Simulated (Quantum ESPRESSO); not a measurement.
# Canted and collinear textures of Mn3Si, part 2 of 2

Wanted: energies and final angles of several spin textures of Mn3Si

Quantum ESPRESSO 7.5; LDA; plane waves with GBRV 1.5 LDA potentials, no spin-orbit coupling.

So far, absolute magnetization (μB): 3.81 in steps 2, 3 and 4.

## 5. Start 4: 120 degrees in the xy plane

pw.in reads:

```
&CONTROL
  calculation = 'scf'
  prefix = 'pwscf'
  outdir = './tmp'
  pseudo_dir = './pseudo'
  disk_io = 'nowf'
/
&SYSTEM
  ibrav = 0
  celldm(1) = 8
  nat = 4
  ntyp = 4
  ecutwfc = 34
  ecutrho = 238
  nbnd = 66
  occupations = 'smearing'
  smearing = 'fd'
  degauss = 0.00734986
  noncolin = .true.
  starting_magnetization(1) = 0.2333
  angle1(1) = 90
  angle2(1) = 0
  starting_magnetization(2) = 0.2333
  angle1(2) = 90
  angle2(2) = 120
  starting_magnetization(3) = 0.2333
  angle1(3) = 90
  angle2(3) = -120
  starting_magnetization(4) = 0
/
&ELECTRONS
  conv_thr = 8d-09
  electron_maxstep = 150
  mixing_beta = 0.3
/
ATOMIC_SPECIES
Mn1    54.9380 mn_lda_v1.5.uspp.F.UPF
Mn2    54.9380 mn_lda_v1.5.uspp.F.UPF
Mn3    54.9380 mn_lda_v1.5.uspp.F.UPF
Si     28.0850 si_lda_v1.uspp.F.UPF
CELL_PARAMETERS alat
   0.0000000000000    0.6758133053193    0.6758133053193
   0.6758133053193    0.0000000000000    0.6758133053193
   0.6758133053193    0.6758133053193    0.0000000000000
ATOMIC_POSITIONS crystal
Mn1     0.5000000000    0.5000000000    0.5000000000
Mn2     0.2500000000    0.2500000000    0.2500000000
Mn3     0.7500000000    0.7500000000    0.7500000000
Si      0.0000000000    0.0000000000    0.0000000000
K_POINTS automatic
5 5 5 0 0 0
```

On the command line:

```
> OMP_NUM_THREADS=1 mpirun -n 4 pw.x -nk 4 -in pw.in > pw.out
```

The log of the run:

```text
     [... lines left out ...]
Program PWSCF v.7.5 starts
     [... lines left out ...]
     number of atoms/cell      =            4
     [... lines left out ...]
     number of electrons       =        49.00
     number of Kohn-Sham states=           66
     kinetic-energy cutoff     =      34.0000  Ry
     charge density cutoff     =     238.0000  Ry
     scf convergence threshold =      8.0E-09
     [... lines left out ...]
     Noncollinear calculation without spin-orbit
     [... lines left out ...]
      2 Sym. Ops. (no inversion) found
     [... lines left out ...]
     number of k points=    75  Fermi-Dirac smearing, width (Ry)=  0.0073
     [... lines left out ...]
     iteration # 24     ecut=    34.00 Ry     beta= 0.30
     [... lines left out ...]
     atom number    1 relative position :    0.6758   0.6758   0.6758
     [... lines left out ...]
     magnetization :          2.312075   -0.001785   -0.000000
     [... lines left out ...]
     atom number    2 relative position :    0.3379   0.3379   0.3379
     [... lines left out ...]
     magnetization :         -0.628826    0.001372    0.000000
     [... lines left out ...]
     atom number    3 relative position :    1.0137   1.0137   1.0137
     [... lines left out ...]
     magnetization :         -0.628838    0.000008   -0.000000
     [... lines left out ...]
     atom number    4 relative position :    0.0000   0.0000   0.0000
     [... lines left out ...]
     magnetization :          0.030804   -0.000035    0.000000
     [... lines left out ...]
     the Fermi energy is    16.7393 ev
!    total energy              =    -643.28638101 Ry
     estimated scf accuracy    <          3.3E-09 Ry
     smearing contrib. (-TS)   =      -0.00925044 Ry
     [... lines left out ...]
     total magnetization       =     1.13    -0.00     0.00 Bohr mag/cell
     absolute magnetization    =     3.81 Bohr mag/cell
     convergence has been achieved in  24 iterations
```

It took 2.2 min on 4 MPI ranks of Arm Neoverse V1, shared host; peak memory 0.54 GiB; 8.7 min of CPU time.

Spin moment in the atom's sphere by atom:

```
atom  x (μB)  y (μB)  z (μB)  size
 Mn1    2.31    0.00    0.00  2.31
 Mn2   -0.63    0.00    0.00  0.63
 Mn3   -0.63    0.00    0.00  0.63
 Si4    0.03    0.00    0.00  0.03
```

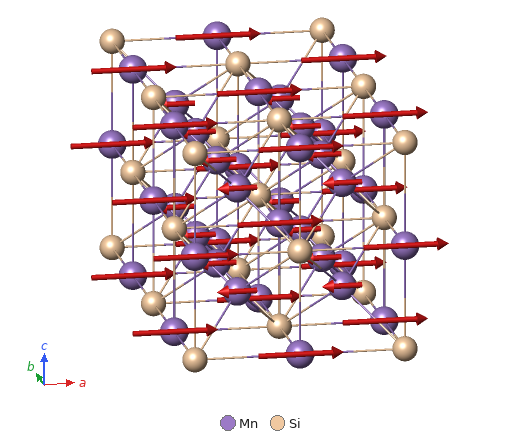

Spin moment in the atom's sphere as arrows, the longest 2.31 μB. Each arrow also spans its atom, so small moments look longer than they are. 1×2×1 conventional cells are drawn. Some periodic images of atoms are drawn too.

This step gave:

```
smearing term TS       : 0.1259 eV
magnetization          : 1.133, 0, 0 μB
absolute magnetization : 3.806 μB
final state            : ferrimagnetic
```

## 6. A faulty input

One input was spoiled on purpose, to see how the program answers.

pw.in reads:

```
&CONTROL
  calculation = 'scf'
  prefix = 'pwscf'
  outdir = './tmp'
  pseudo_dir = './pseudo'
  disk_io = 'nowf'
/
&SYSTEM
  ibrav = 0
  nat = 4
  ntyp = 2
  ecutwfc = 34
  ecutrho = 238
  nbnd = 39
  occupations = 'smearing'
  smearing = 'fd'
  degauss = 0.00734986
  nspin = 2
  starting_magnetization(1) = 0.2333
  starting_magnetization(2) = 0
/
&ELECTRONS
  conv_thr = 8d-09
  electron_maxstep = 6
  mixing_beta = 0.3
/
ATOMIC_SPECIES
Mn     54.9380 mn_lda_v1.5.uspp.F.UPF
Si     28.0850 si_lda_v1.uspp.F.UPF
CELL_PARAMETERS angstrom
   0.0000000000    2.8610000000    2.8610000000
   2.8610000000    0.0000000000    2.8610000000
   2.8610000000    2.8610000000    0.0000000000
ATOMIC_POSITIONS crystal
Mn      0.5000000000    0.5000000000    0.5000000000
Mn      0.2500000000    0.2500000000    0.2500000000
Mn      0.7500000000    0.7500000000    0.7500000000
Si      0.0000000000    0.0000000000    0.0000000000
K_POINTS automatic
5 5 5 0 0 0
```

The log of the run:

```text
     [... lines left out ...]
Program PWSCF v.7.5 starts
     [... lines left out ...]
     number of atoms/cell      =            4
     [... lines left out ...]
     number of electrons       =        49.00
     number of Kohn-Sham states=           39
     kinetic-energy cutoff     =      34.0000  Ry
     charge density cutoff     =     238.0000  Ry
     scf convergence threshold =      8.0E-09
     [... lines left out ...]
     48 Sym. Ops., with inversion, found
     [... lines left out ...]
     number of k points=    10  Fermi-Dirac smearing, width (Ry)=  0.0073
     [... lines left out ...]
     iteration #  6     ecut=    34.00 Ry     beta= 0.30
     [... lines left out ...]
     estimated scf accuracy    <       0.08724377 Ry
     total magnetization       =     4.66 Bohr mag/cell
     absolute magnetization    =     4.98 Bohr mag/cell
     [... lines left out ...]
     convergence NOT achieved after   6 iterations: stopping
[key lines of the parts left out:]
total energy              =    -643.24673929 Ry
```

It took 3.8 s on 4 MPI ranks; peak memory 0.3 GiB.

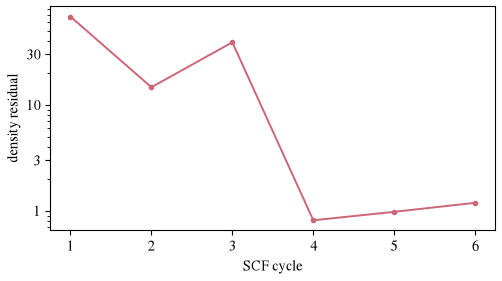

Residual by cycle in this run.

The run stopped without converging, so none of its numbers is a property of the system.

After 6 cycles the residual stands at 1.2. The cap of 6 cycles in the input ended the loop.

The fault put into the input: too few SCF iterations.

## 7. Ranking

Textures, by row:

```
                       start    final state  energy over the lowest (meV a seeded atom)  smallest moment (μB)  largest moment (μB)  net moment (μB a cell)  angles to the first moment (degrees)
          collinear parallel  ferrimagnetic                                           0                0.6291                2.312                   1.133                                   180
120 degrees, other chirality  ferrimagnetic                                           0                0.6288                2.312                   1.133                                   180
                    random 2  ferrimagnetic                                           0                0.6285                2.312                   1.133                                   180
 120 degrees in the xy plane  ferrimagnetic                                           0                0.6288                2.312                   1.133                                   180
```

## 8. Summary of results

| Quantity | Value |
| --- | --- |
| lowest start | collinear parallel, 120 degrees, other chirality, random 2 and 120 degrees in the xy plane |
| its final state | ferrimagnetic |
| its moments | 0.629 to 2.31 μB |
| its net moment | 1.13 μB a cell |

In words: No finished start ends non-collinear. The mesh is coarse, so differences of some ten meV can be noise where moments are itinerant. Without spin–orbit coupling only the angles between moments matter. Without spin–orbit coupling the two chiralities are mirror images and must agree. The cell holds only so many moments, so longer spirals cannot form in it. Energies are free energies at an electronic temperature of 1160 K, which lowers moments and differences where the moments are itinerant. The cutoff lies under the 40 Ry that these files are usually run at.

[Logs and program files are shortened in this print: banners, set-up blocks, solver, clock and traceback lines can be left out without a mark of their own.]

[Logs are printed without paths, hosts, clocks, repeated set-up lines and the standing remarks that a program may print on its own settings, such as how far it seeks lower states.]

[Hosts, paths, dates, database ids (printed as entryN), source tags and the programs' standing remarks are cut or masked in the printed files.]

[Where a cell is said to come from a database of computed structures, the database is the Materials Project.]
